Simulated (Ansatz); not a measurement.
# Calculations on SiH2OF4

### Relaxation

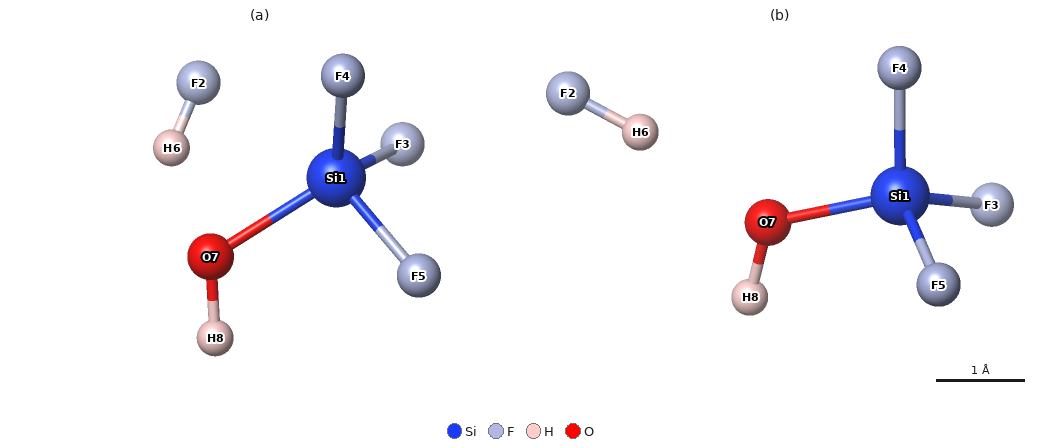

The structure of SiH₂OF₄ (started from a transition state, displaced along its imaginary mode) before (left) and after (right) a relaxation, at one scale.

A ball-and-stick model, seen at a tilt.

Method: RKS PBE0-D4/def2-TZVP (Ansatz 0.2.0).

Input
```yaml
crystal:
  periodic: [false, false, false]
  atoms:
    - {symbol: Si, position_ang: [-0.476321, -0.042989, -0.361187]}
    - {symbol: F, position_ang: [0.574295, -1.283243, 0.913753]}
    - {symbol: F, position_ang: [0.014270, -1.034548, -1.487835]}
    - {symbol: F, position_ang: [-1.766173, -0.580273, 0.385876]}
    - {symbol: F, position_ang: [-1.028997, 1.167417, -1.204047]}
    - {symbol: H, position_ang: [0.915859, -0.555453, 1.016017]}
    - {symbol: O, position_ang: [0.648306, 0.805202, 0.568485]}
    - {symbol: H, position_ang: [1.118662, 1.523786, 0.168938]}
basis:
  gaussian: {orbitals: def2-TZVP}
hamiltonian: {xc: pbe0, dispersion: d4}
relax: {f_tol: 0.005, max_steps: 200}
```

Launched with:
```bash
ansatz run in.yaml --threads 8 --pin off --events-out ev --progress --plain --max-ram 19148MiB
```

Describe what moved and what it gained.

Over 33 accepted moves (35 points after the start) the energy falls by 34.9 kcal/mol. The largest force component goes from 12 to 0.0022 eV/Å. The line search rejected the trial steps at points 8, 12 of the run. F2 moves most after the best rigid fit: 1.74 Å. By element the largest moves are F 1.74 Å, H 0.76 Å, O 0.70 Å, Si 0.54 Å. Near-neighbour distances that change, for instance: Si1–F2 2.066 → 3.988 Å, Si1–H6 2.024 → 3.084 Å, H6–O7 1.457 → 1.779 Å, F2–H6 0.810 → 0.931 Å. Among the angles between lasting bonds that change: F5–Si1–O7 98.2° → 111.4°, F4–Si1–O7 116.9° → 106.8°, F3–Si1–O7 120.1° → 111.4°. Groups turn about Si1–O7 by about 25°.

### Relaxation

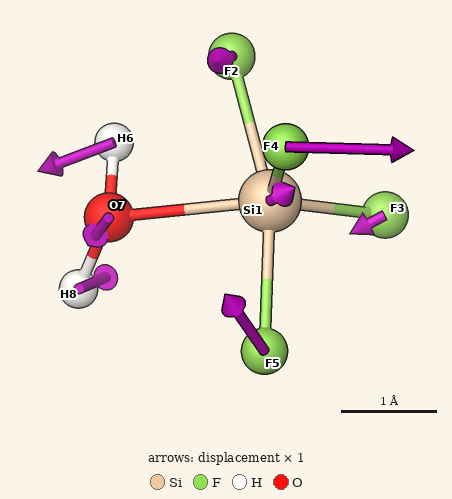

A relaxation of SiH$_{2}$OF$_{4}$ (started from a transition state, displaced along its imaginary mode). The starting structure is drawn; purple arrows show the displacements, at their true length. The two geometries are superimposed by the best rigid fit.

The picture is a ball-and-stick view, seen at a tilt.

Computed with Ansatz 0.2.0, RKS PBE0-D4/def2-TZVP.

The input:
```yaml
crystal:
  periodic: [false, false, false]
  atoms:
    - {symbol: Si, position_ang: [-0.500111, -0.282333, -0.292968]}
    - {symbol: F, position_ang: [0.339047, -1.360056, 0.724627]}
    - {symbol: F, position_ang: [0.015733, -1.049139, -1.582872]}
    - {symbol: F, position_ang: [-1.882943, -0.583747, 0.385105]}
    - {symbol: F, position_ang: [-0.944796, 1.070009, -1.090960]}
    - {symbol: H, position_ang: [1.071895, 0.021171, 0.959828]}
    - {symbol: O, position_ang: [0.668620, 0.744466, 0.644015]}
    - {symbol: H, position_ang: [1.232454, 1.439528, 0.253225]}
basis:
  gaussian: {orbitals: def2-TZVP}
hamiltonian: {xc: pbe0, dispersion: d4}
relax: {f_tol: 0.005, max_steps: 200}
```

Command:
```bash
ansatz run in.yaml --threads 8 --pin off --events-out ev --progress --plain --max-ram 19148MiB
```

> Describe the change and its energy.

F4 moves most after the best rigid fit: 1.38 Å. By element the largest moves are F 1.38 Å, H 0.99 Å, O 0.68 Å, Si 0.48 Å. Among the contacts that change: Si1–H6 2.033 → 3.220 Å, Si1–O7 1.816 → 2.760 Å, Si1–F2 1.703 → 1.567 Å, H6–O7 0.886 → 0.960 Å. Bonds break, among them: Si1–O7 (1.82 → 2.76 Å). Bond angles that change, for instance: F2–Si1–F5 161.9° → 112.8°, F2–Si1–F3 91.1° → 112.4°, F3–Si1–F5 95.3° → 112.7°. After 42 accepted moves (46 points after the start) the energy has fallen by 27.1 kcal/mol. The largest force component goes from 6 to 0.0031 eV/Å. The line search rejected the trial steps at points 14, 18, 26, 27 of the run. The forces were under the threshold at step 29, but the run went on from there. The run took 75 s on 8 threads of Arm Neoverse V1, with other jobs on the host.

### Reaction

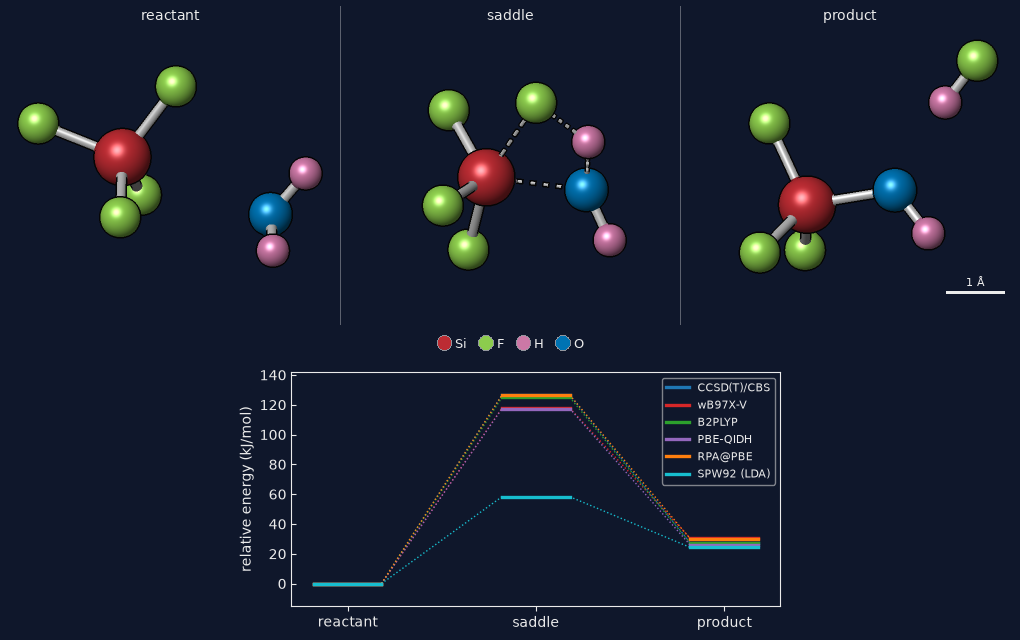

A reaction step of SiH$_{2}$OF$_{4}$, with its energy diagram. Style: ball-and-stick. Shown from a free direction. Dashed sticks mark bonds that form or break.

Stationary points at PBE0-D4/def2-TZVP, single-point energies with CCSD(T)/CBS, wB97X-V, B2PLYP, PBE-QIDH, RPA@PBE, SPW92 (LDA) (def2-TZVPP where no basis is named; Ansatz 0.2.0). The energies are electronic, without zero-point or thermal terms, and both ends are the minima reached downhill from the saddle, with any fragments still in contact. CCSD(T)/CBS stands for a frozen-core estimate: MP2 correlation extrapolated from def2-TZVPP and def2-QZVPP, CCSD(T) minus MP2 from the smaller set.

Q: What happens, and what does it cost?

A: Counted by bonded pieces, the reactant holds H₂O + SiF₄ and the product holds HF + SiHOF₃. From the reactant over the saddle to the product, bonds form: O–Si (2.76 → 1.75 → 1.62 Å), F–H (2.71 → 1.20 → 0.93 Å). Bonds break: F–Si (1.57 → 1.88 → 3.99 Å), H–O (0.96 → 1.16 → 1.78 Å). The saddle has one imaginary mode, 827i cm⁻¹. With CCSD(T)/CBS the barrier is 126.4 kJ/mol from the reactant and 99.0 kJ/mol from the product, and the product lies 27.5 kJ/mol above the reactant.

```tsv
level	barrier from the reactant (kJ/mol)	barrier from the product (kJ/mol)	the product less the reactant (kJ/mol)
CCSD(T)/CBS	126.4	99.0	27.5
wB97X-V	117.7	87.2	30.5
B2PLYP	125.0	97.9	27.1
PBE-QIDH	117.5	91.6	25.8
RPA@PBE	126.6	96.5	30.0
SPW92 (LDA)	58.3	34.0	24.3
```

Against CCSD(T)/CBS, RPA@PBE comes closest on the barrier from the reactant (+0.1 kJ/mol) and SPW92 (LDA) misses most (−68.1 kJ/mol).

Limits of the set-up: the start holds two separate molecules, 2.7 Å apart at their closest, whose relative position is a soft coordinate.
